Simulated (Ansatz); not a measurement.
Band structure of Li2O (Fm-3m, 3 atoms in the cell).

```yaml
crystal:
  lattice:
    - [0.00000, 2.30884, 2.30884]
    - [2.30884, 0.00000, 2.30884]
    - [2.30884, 2.30884, 0.00000]
  atoms:
    - { symbol: Li, position: [0.25000, 0.25000, 0.25000] }
    - { symbol: Li, position: [0.75000, 0.75000, 0.75000] }
    - { symbol: O, position: [0.00000, 0.00000, 0.00000] }
```

Level of theory: PBE (plane waves, PAW; Ansatz, a program for electronic structure).

Settings: kpoints.mp_grid.grid = 12 12 12; hamiltonian.xc = pbe; hamiltonian.pseudopotentials = {kind: paw} (the program's default PAW files); scf.occupations.method = fermi_dirac; scf.occupations.width = 0.0007 Ry; kpoints.band_path.npoints = 8.

The starting cell has typed, rounded lattice constants, without a prior relaxation at this level. Its lattice was rescaled by a random factor within 2.5 % of one.

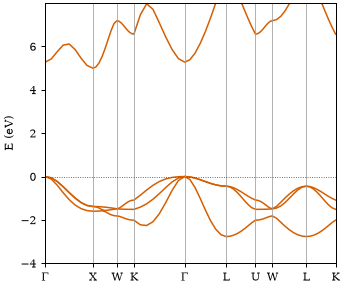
Fig. 1. Bands along the path, energies from the top of the valence band on the path.

Problem. Read off roughly the gap and where its edges lie.

Solution. The gap along the path is about 5.0 eV (computed: 4.99 eV), from Γ to X; the smallest direct gap on it is 5.28 eV.

Levels in eV from the top of the valence band on the path, bands 3 to 9:
```
point       3      4      5      6     7      8      9
-----  ------  -----  -----  -----  ----  -----  -----
Γ      -15.44   0.00   0.00   0.00  5.28  11.95  11.95
X      -15.18  -1.60  -1.38  -1.38  4.99  13.55  13.55
W      -15.16  -1.82  -1.49  -1.49  7.19  10.44  14.12
K      -15.17  -2.01  -1.51  -1.09  6.57  11.62  13.32
L      -15.22  -2.77  -0.45  -0.45  9.23   9.82  12.08
U      -15.17  -2.01  -1.51  -1.09  6.57  11.62  13.32
```

Keys are those of Ansatz 0.2.
